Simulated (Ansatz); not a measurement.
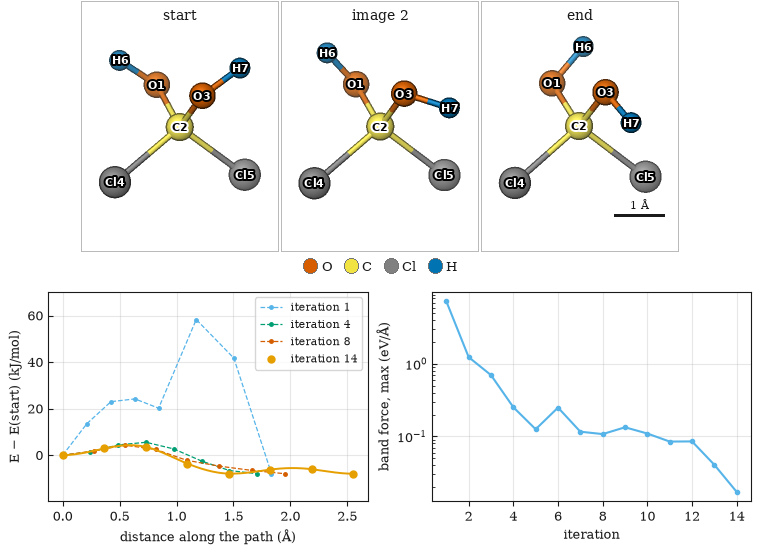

A search for the minimum-energy path of CH2Cl2O2 by the nudged elastic band. Images are numbered from 0 (start) to 7 (end). The plot follows the band through its iterations. Style: ball-and-stick. Shown at a tilt.

All numbers below come from RKS PBE0-D4/def2-SVP (Ansatz 0.2.0). Settings: 6 movable images; no climbing image; force threshold 0.03 eV/Å; iteration limit 60; starting path through a guess of the saddle point.

Did the band converge, and can the barrier be trusted?

The run is converged, with reservations. The band converged in 14 iterations. The largest component of the band force went from 7.3 to 0.017 eV/Å. No image climbed, so the highest image needn't lie on the saddle point, and the true maximum along this path can be higher. The first iteration put the highest image at 58.3 kJ/mol. The highest point, image 2, lies 3.6 kJ/mol above the start and 11.5 kJ/mol above the end; the end is at −8.0 kJ/mol relative to the start. The profile has 2 maxima (images 2, 6) with a dip at image 4 (−7.9 kJ/mol), so the process runs in steps.

The run took 4.5 min on 1 thread of Arm Neoverse V2, with other jobs on the host, peak memory 0.18 GiB.
